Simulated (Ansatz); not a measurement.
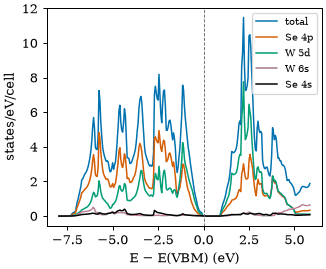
Figure: Total and projected density of states of WSe$_{2}$ in space group P6_3/mmc (No. 194; W on 2c, Se on 4f), DFT-LDA in the program Ansatz with PAW potentials

Task: Which orbitals carry the states next to the gap?

Result: Top 1 eV of the valence band: W 5d 59 %, Se 4p 36 %. Bottom 1 eV of the conduction band: W 5d 63 %, Se 4p 28 %. Projections are on Löwdin-orthogonalised atomic valence shells; empty p or d shells of many metals are not among them.

Task: Where is the tallest occupied peak in this window, and what makes it?

Result: Near -2.4 eV, about 8.2 states/eV per cell; the largest projected share is Se 4p.

The LDA relaxation kept the symmetry of its start. No spin polarisation was allowed. A crystal of weakly bound layers computed without a dispersion correction: the cell and the soft elastic constants depend strongly on that. Scalar-relativistic: spin–orbit coupling is off unless named, which matters more the heavier the elements.

Potentials: the earlier of the program's two PAW sets. The files were generated under PBE; for other functionals the program regenerates the frozen cores, and for LDA and PBEsol the local potential too.
